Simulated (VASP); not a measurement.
# Bi2Pd (Froodite) with PBEsol: from relaxation to properties, part 3 of 7

Aim: relax Bi2Pd (Froodite), then compute properties on the relaxed cell. The start is a cell from a database of measured crystal structures.

VASP 6.6.1; PBEsol; plane waves and PAW (Bi_d, Pd).

Still holding for the runs below: The k-mesh is coarse for a metal.

So far. Step 3 (Relaxing cell and atoms (PBEsol)): It ends with a largest force of 0.009 eV/Å and a pressure of 0.02 GPa. The volume lies -0.7 % from that of the database's start, which holds the thermal and zero-point expansion of its experiment.

**4. Single point with fields (PBEsol)**

A single point on the relaxed cell gives a clean self-consistent state, with density, ELF and potential written out.

INCAR

```
SYSTEM = Bi2Pd
PREC = Accurate
ENCUT = 400
EDIFF = 1E-06
NELM = 100
ISMEAR = 1
SIGMA = 0.2
LREAL = .FALSE.
ALGO = Normal
GGA = PS
NBANDS = 49
LASPH = .TRUE.
LORBIT = 11
LWAVE = .FALSE.
LCHARG = .TRUE.
ISIF = 2
LELF = .TRUE.
LVHAR = .TRUE.
```

POSCAR

```
Bi2Pd
1.0
    0.0000000000      4.2414605300      0.0000000000
   -1.2717601345      0.0000000000      5.5091053067
    6.3725324535     -2.1207302650     -0.0428579061
Bi Pd
4 2
Direct
    0.1563973809      0.3126895134      0.3127947619
    0.8436026191      0.6873104866      0.6872052381
    0.5737602750      0.7921465577      0.1475205500
    0.4262397250      0.2078534423      0.8524794500
    0.2242658676      0.8304505870      0.4485317351
    0.7757341324      0.1695494130      0.5514682649
```

KPOINTS

```
Automatic mesh
0
Gamma
7 5 7
0 0 0
```

Potentials, in the order of the species: Bi_d and Pd (PBE family, release 64).

Run with:

```sh
$ mpirun -np 4 vasp_std
```

Log:

```text
[banner, memory and clock lines left out]
running    4 mpi-ranks, on    1 nodes
 distrk:  each k-point on    4 cores,    1 groups
 distr:  one band on    1 cores,    4 groups

 POSCAR found type information on POSCAR BiPd
 POSCAR found :  2 types and       6 ions
 [... a notice as in an earlier step ...]

 LDA part: xc-table for (Slater+PW92), standard interpolation
|                                                                             |
|           W    W    AA    RRRRR   N    N  II  N    N   GGGG   !!!           |
|           W    W   A  A   R    R  NN   N  II  NN   N  G    G  !!!           |
|           W    W  A    A  R    R  N N  N  II  N N  N  G       !!!           |
|           W WW W  AAAAAA  RRRRR   N  N N  II  N  N N  G  GGG   !            |
|           WW  WW  A    A  R   R   N   NN  II  N   NN  G    G                |
|           W    W  A    A  R    R  N    N  II  N    N   GGGG   !!!           |
|                                                                             |
|     The number of bands has been changed from the values supplied in        |
|     The orbitals not found in the WAVECAR file will be initialized with     |
|     random numbers, which is usually adequate. For correlated               |
|     calculations, however, you should redo the groundstate calculation.     |
|     I found NBANDS = 49. Now, NBANDS = 52.                                  |
|                                                                             |

 POSCAR, INCAR and KPOINTS ok, starting setup
 FFT: planning ... GRIDC
 FFT: planning ... GRID_SOFT
 FFT: planning ... GRID
 WAVECAR not read
 entering main loop
       N       E                     dE             d eps       ncg     rms          rms(c)
DAV:   1     0.890441251036E+03    0.89044E+03   -0.34261E+04  7528   0.162E+03
DAV:   2     0.790429411179E+02   -0.81140E+03   -0.78035E+03  7536   0.490E+02
DAV:   3    -0.260262959472E+02   -0.10507E+03   -0.10087E+03  8364   0.187E+02
DAV:   4    -0.310301611748E+02   -0.50039E+01   -0.49509E+01  8584   0.425E+01
DAV:   5    -0.312722154787E+02   -0.24205E+00   -0.24200E+00  9980   0.868E+00    0.775E+00
DAV:   6    -0.308411887631E+02    0.43103E+00   -0.71998E-01  8408   0.497E+00    0.384E+00
DAV:   7    -0.307500883340E+02    0.91100E-01   -0.25932E-01  8604   0.360E+00    0.150E+00
DAV:   8    -0.307293799682E+02    0.20708E-01   -0.12662E-01  8484   0.218E+00    0.560E-01
DAV:   9    -0.307273763803E+02    0.20036E-02   -0.15918E-02  9988   0.797E-01    0.119E-01
DAV:  10    -0.307272560658E+02    0.12031E-03   -0.16767E-03  8584   0.331E-01    0.496E-02
DAV:  11    -0.307272572969E+02   -0.12311E-05   -0.21556E-04  9540   0.739E-02    0.878E-03
DAV:  12    -0.307272573485E+02   -0.51648E-07   -0.20650E-05  9448   0.369E-02    0.593E-03
DAV:  13    -0.307272564537E+02    0.89478E-06   -0.12905E-06  4636   0.886E-03
   1 F= -.30727256E+02 E0= -.30728736E+02  d E =0.444004E-02
```

Elapsed: 41 s, on 4 MPI ranks of Intel Xeon 6975P-C (Granite Rapids), shared host; peak memory 0.91 GiB.

Parts of OUTCAR (step 4):

```text
  LATTYP: Found a base centered monoclinic cell.
 ALAT       =    12.7453531408
 B/A-ratio  =     0.3327848576
 C/A-ratio  =     0.4436119593
 COS(beta)  =    -0.2314792366

The static configuration has the point symmetry C_2h.

 Found     72 irreducible k-points:

   k-points           NKPTS =     72   k-points in BZ     NKDIM =     72   number of bands    NBANDS=     52

   ENCUT  =  400.0 eV  29.40 Ry    5.42 a.u.   6.92  9.22 10.95*2*pi/ulx,y,z

   NELECT =      80.0000    total number of electrons

 E-fermi :   8.5787

 k-point     1 :       0.0000    0.0000    0.0000
  band No.  band energies     occupation
    ...
     35       6.3104      2.00000
     36       6.3181      2.00000
     37       6.6568      2.00000
     38       7.3005      2.00000
     39       8.4424      1.90656
     40       8.8413     -0.06880
     41       8.8634     -0.06175
     42      11.0407     -0.00000
     43      11.0667     -0.00000
     44      11.4447     -0.00000
    ...

 k-point     2 :       0.1429   -0.0000   -0.0000
  band No.  band energies     occupation
    ...
     35       6.2081      2.00000
     36       6.3752      2.00000
     37       6.4428      2.00000
     38       6.9316      2.00000
     39       7.6978      2.00000
     40       8.7211      0.07217
     41       9.1356     -0.00059
     42      10.2256     -0.00000
     43      10.4729     -0.00000
     44      11.4313     -0.00000
    ...

  Total       -0.0028437     -0.0209215      0.0047726      0.0000000      0.0000000     -0.0216451
  in kB       -0.0306447     -0.2254606      0.0514314      0.0000000      0.0000000     -0.2332581
  external PRESSURE =      -0.0682246 kB  Pullay stress =       0.0000000 kB

 POSITION                                       TOTAL-FORCE (eV/Angst)
 -----------------------------------------------------------------------------------
      1.59563     -0.00000      1.70923         0.003046      0.000000     -0.003016
      3.50514      2.12073      3.75701        -0.003046     -0.000000      0.003016
     -0.06734      2.12073      4.35770        -0.008679     -0.000000      0.003320
      5.16811      0.00000      1.10855         0.008679      0.000000     -0.003320
      1.80215      0.00000      4.55582         0.007094      0.000000     -0.004904
      3.29862      2.12073      0.91043        -0.007094     -0.000000      0.004904
 -----------------------------------------------------------------------------------
    total drift:                               -0.000000      0.000000     -0.000000

  FREE ENERGIE OF THE ION-ELECTRON SYSTEM (eV)
  ---------------------------------------------------
  free  energy   TOTEN  =       -30.7272564537 eV

  energy  without entropy=      -30.7316964919  energy(sigma->0) =      -30.72873647

[... 4 parts as in an earlier step ...]

[... 7 further parts left out ...]
```

This step gave:

| Item | Value |
| --- | --- |
| electronic cycles | 13 |
| bands | 52 |
| pressure | -0.006822 GPa |

Valence electrons inside each PAW sphere by angular momentum. Sphere charges, by row:

| atom | s (e) | p (e) | d (e) | tot (e) |
| --- | --- | --- | --- | --- |
| Bi1 | 1.535 | 1.286 | 9.942 | 12.76 |
| Bi2 | 1.535 | 1.286 | 9.942 | 12.76 |
| Bi3 | 1.525 | 1.319 | 9.932 | 12.78 |
| Bi4 | 1.525 | 1.319 | 9.932 | 12.78 |
| Pd5 | 0.459 | 0.474 | 8.6 | 9.533 |
| Pd6 | 0.459 | 0.474 | 8.6 | 9.533 |

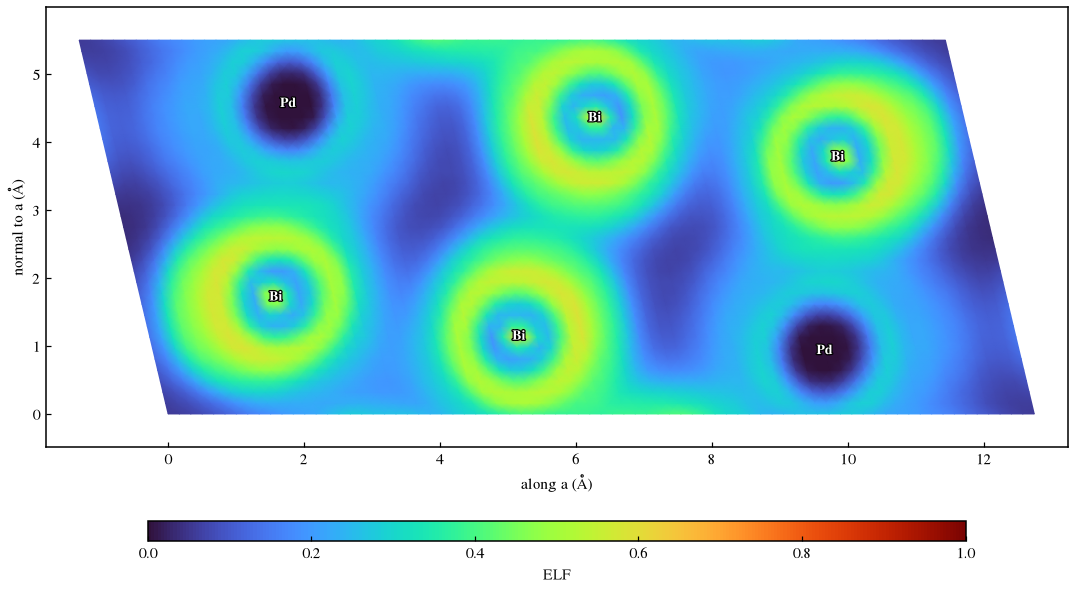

ELF in the ac plane of the conventional cell at fractional y = 0.000, with atoms of Bi and Pd within 0.2 Å of it. It is the smooth field of the valence electrons, not physical close to the nuclei.

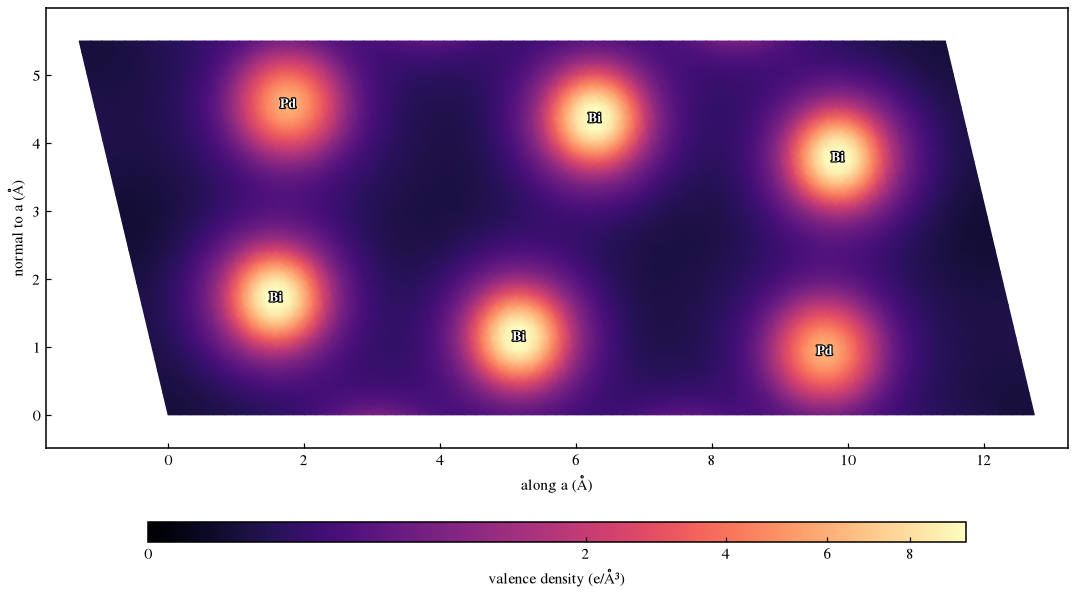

Valence density in the ac plane of the conventional cell at fractional y = 0.000, with atoms of Bi and Pd within 0.2 Å of it. It is the smooth field of the valence electrons, not physical close to the nuclei. The colour scale is stretched toward low values.

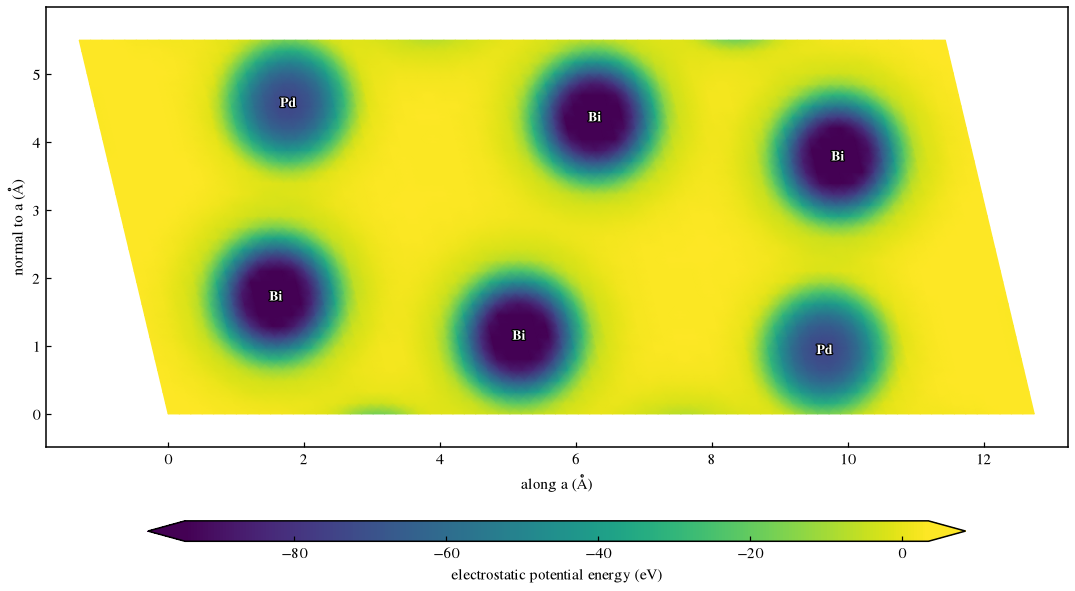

Electrostatic potential energy in the ac plane of the conventional cell at fractional y = 0.000, with atoms of Bi and Pd within 0.2 Å of it. With pseudopotentials it is smooth inside the atoms' cores, unlike the true potential.

In this run the pressure is -0.01 GPa, small enough to go on.

**5. Bands along the symmetry lines (PBEsol)**

Levels along the symmetry lines show where the bands peak and cross; KPOINTS_OPT computes them in the converged potential.

INCAR

```
SYSTEM = Bi2Pd
PREC = Accurate
ENCUT = 400
EDIFF = 1E-06
NELM = 100
ISMEAR = 1
SIGMA = 0.2
LREAL = .FALSE.
ALGO = Normal
GGA = PS
NBANDS = 59
LASPH = .TRUE.
LORBIT = 11
LWAVE = .FALSE.
LCHARG = .FALSE.
KPAR = 4
```

POSCAR is that of step 4.

KPOINTS is that of step 4.

KPOINTS_OPT

```
Line mode
16
Line-mode
Reciprocal
  0.50000000   0.00000000   0.00000000 X
  0.00000000   0.00000000   0.00000000 GAMMA

  0.00000000   0.00000000   0.00000000 GAMMA
  0.00000000  -0.50000000   0.00000000 Y

  0.50000000  -0.50000000   0.00000000 L
  0.00000000   0.00000000   0.00000000 GAMMA

  0.00000000   0.00000000   0.00000000 GAMMA
  0.00000000   0.50000000  -0.50000000 Z

  0.50000000   0.50000000  -0.50000000 N
  0.00000000   0.00000000   0.00000000 GAMMA

  0.00000000   0.00000000   0.00000000 GAMMA
  0.00000000   0.00000000  -0.50000000 M

  0.50000000   0.00000000  -0.50000000 R
  0.00000000   0.00000000   0.00000000 GAMMA
```

Run with:

```sh
$ mpirun -np 4 vasp_std
```

Log:

```text
[... set-up lines as in an earlier step ...]
 entering main loop
       N       E                     dE             d eps       ncg     rms          rms(c)
DAV:   1     0.884966444859E+03    0.88497E+03   -0.33124E+04  8643   0.143E+03
DAV:   2     0.821393379556E+02   -0.80283E+03   -0.76506E+03  8496   0.443E+02
DAV:   3    -0.259386692388E+02   -0.10808E+03   -0.10431E+03  9304   0.169E+02
DAV:   4    -0.310254332143E+02   -0.50868E+01   -0.50513E+01  9960   0.386E+01
DAV:   5    -0.312730201393E+02   -0.24759E+00   -0.24753E+00 11656   0.781E+00    0.775E+00
DAV:   6    -0.308414564678E+02    0.43156E+00   -0.60962E-01  9995   0.443E+00    0.384E+00
DAV:   7    -0.307504716557E+02    0.90985E-01   -0.17594E-01 10176   0.312E+00    0.152E+00
DAV:   8    -0.307294138124E+02    0.21058E-01   -0.11393E-01  9819   0.192E+00    0.558E-01
DAV:   9    -0.307273162234E+02    0.20976E-02   -0.13294E-02 11536   0.669E-01    0.107E-01
DAV:  10    -0.307272609478E+02    0.55276E-04   -0.12276E-03 10143   0.236E-01    0.514E-02
DAV:  11    -0.307272573904E+02    0.35575E-05   -0.16538E-04 11634   0.605E-02    0.807E-03
DAV:  12    -0.307272571812E+02    0.20913E-06   -0.15667E-05 10839   0.290E-02    0.553E-03
DAV:  13    -0.307272563009E+02    0.88035E-06   -0.10045E-06  5301   0.668E-03
   1 F= -.30727256E+02 E0= -.30728736E+02  d E =0.444006E-02
 Start KPOINTS_OPT (optional k-point list driver)
k-point batch [1-72\112]
       N       E                     dE             ncg
DAV:   1     0.368677975111E+05   -0.32855E+05     8611
DAV:   2    -0.210979675180E+05   -0.57966E+05     8504
DAV:   3    -0.289833324988E+05   -0.78854E+04     9340
DAV:   4    -0.293645604522E+05   -0.38123E+03    10013
DAV:   5    -0.293829620212E+05   -0.18402E+02    11824
DAV:   6    -0.293833211285E+05   -0.35911E+00    11839
DAV:   7    -0.293833291031E+05   -0.79746E-02    12381
DAV:   8    -0.293833292729E+05   -0.16977E-03    11803
DAV:   9    -0.293833292759E+05   -0.29984E-05     6258
DAV:  10    -0.293833292768E+05   -0.88273E-06     6163
k-point batch [73-112\112]
       N       E                     dE             ncg
DAV:   1     0.499040276896E+05   -0.56622E+04     4800
DAV:   2     0.177020079737E+05   -0.32202E+05     4728
DAV:   3     0.133711561159E+05   -0.43309E+04     5202
DAV:   4     0.131662066437E+05   -0.20495E+03     5504
DAV:   5     0.131561467302E+05   -0.10060E+02     6560
DAV:   6     0.131559635534E+05   -0.18318E+00     6580
DAV:   7     0.131559594054E+05   -0.41479E-02     6816
DAV:   8     0.131559593118E+05   -0.93647E-04     6500
DAV:   9     0.131559593101E+05   -0.16570E-05     3480
DAV:  10     0.131559593097E+05   -0.47397E-06     3477
```

The job ended after 97 s (4 MPI ranks; peak memory 2.5 GiB).

OUTCAR, selected parts (step 5):

```text
The static configuration has the point symmetry C_2h.

 Found     72 irreducible k-points:

   k-points           NKPTS =     72   k-points in BZ     NKDIM =     72   number of bands    NBANDS=     59

   NELECT =      80.0000    total number of electrons

 E-fermi :   8.5787

 k-point     2 :       0.1429   -0.0000   -0.0000
  band No.  band energies     occupation
    ...
     35       6.2081      2.00000
     36       6.3752      2.00000
     37       6.4428      2.00000
     38       6.9316      2.00000
     39       7.6978      2.00000
     40       8.7210      0.07217
     41       9.1356     -0.00059
     42      10.2256     -0.00000
     43      10.4729     -0.00000
     44      11.4312     -0.00000
    ...

 k-point     5 :       0.0000    0.2000   -0.0000
  band No.  band energies     occupation
    ...
     35       6.1295      2.00000
     36       6.2172      2.00000
     37       6.5993      2.00000
     38       7.7287      2.00000
     39       8.3435      2.07014
     40       9.0466     -0.00460
     41       9.5403     -0.00000
     42      10.5132     -0.00000
     43      10.6269     -0.00000
     44      11.1477     -0.00000
    ...

  Total        0.0000017     -0.0177053      0.0081621      0.0000000      0.0000000     -0.0216578
  in kB        0.0000179     -0.1908013      0.0879591      0.0000000      0.0000000     -0.2333946
  external PRESSURE =      -0.0342747 kB  Pullay stress =       0.0000000 kB

 POSITION                                       TOTAL-FORCE (eV/Angst)
 -----------------------------------------------------------------------------------
      1.59563     -0.00000      1.70923         0.003001      0.000000     -0.003044
      3.50514      2.12073      3.75701        -0.003001      0.000000      0.003044
     -0.06734      2.12073      4.35770        -0.008702      0.000000      0.003364
      5.16811      0.00000      1.10855         0.008702     -0.000000     -0.003364
      1.80215      0.00000      4.55582         0.007081      0.000000     -0.004881
      3.29862      2.12073      0.91043        -0.007081     -0.000000      0.004881
 -----------------------------------------------------------------------------------
    total drift:                               -0.000000      0.000000     -0.000000

  FREE ENERGIE OF THE ION-ELECTRON SYSTEM (eV)
  ---------------------------------------------------
  free  energy   TOTEN  =       -30.7272563009 eV

  energy  without entropy=      -30.7316963615  energy(sigma->0) =      -30.72873632

[... 11 parts as in an earlier step ...]

[... 2 further parts left out ...]
```

Spin-orbit coupling is off here; with elements this heavy it splits and shifts levels by tenths of an eV or more. The cell is typed on its shortest vectors, so the axes of tensors and the coordinates of k-points follow the printed cell and not the standard setting.

This step gave:

```
bands    : 59
pressure : -0.003427 GPa
```

Electronic bands along the path, in eV, zero at the Fermi level; # counts the bands kept:

| point | #12 | #13 | #14 | #15 | #16 | #17 | #18 | #19 |
| --- | --- | --- | --- | --- | --- | --- | --- | --- |
| X | -2.54 | -2.49 | -1.84 | -1.66 | -1.29 | -0.86 | 0.63 | 1.29 |
| Γ | -2.26 | -1.92 | -1.28 | -0.14 | 0.26 | 0.28 | 2.46 | 2.49 |
| Y | -2.12 | -0.73 | -0.15 | 0.08 | 0.81 | 0.83 | 1.33 | 1.45 |
| jump to L | -2.65 | -2.23 | -1.58 | -1.08 | -0.58 | 0.11 | 1.34 | 2.41 |
| Γ | -2.26 | -1.92 | -1.28 | -0.14 | 0.26 | 0.28 | 2.46 | 2.49 |
| Z | -2.00 | -1.41 | -1.17 | -0.94 | 0.27 | 0.58 | 1.78 | 2.42 |
| jump to N | -2.65 | -2.23 | -1.58 | -1.08 | -0.58 | 0.11 | 1.34 | 2.41 |
| Γ | -2.26 | -1.92 | -1.28 | -0.14 | 0.26 | 0.28 | 2.46 | 2.49 |
| M | -2.26 | -1.76 | -0.96 | -0.86 | -0.07 | 0.35 | 1.63 | 1.89 |
| jump to R | -2.54 | -2.49 | -1.84 | -1.66 | -1.29 | -0.86 | 0.63 | 1.29 |
| Γ | -2.26 | -1.92 | -1.28 | -0.14 | 0.26 | 0.28 | 2.46 | 2.49 |

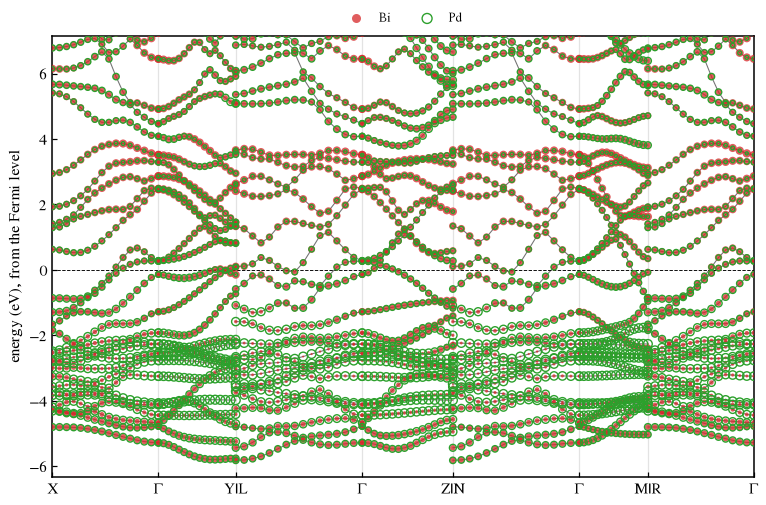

Electronic bands along the path; dots are coloured as in the legend, and their area grows with the weight.

There is no gap at this level.

(Part 3 of 7 ends here.)

[Lines on the potential files, build, host, timing and source positions are cut from VASP's logs without a mark.]

[Logs are printed without paths, hosts, clocks, repeated set-up lines and the standing remarks that a program may print on its own settings, such as how far it seeks lower states.]

[Hosts, paths, dates, database ids (printed as entryN), source tags and the programs' standing remarks are cut or masked in the printed files.]

[A measured line is paired with the nearest computed mode of its activity, which favours agreement.]
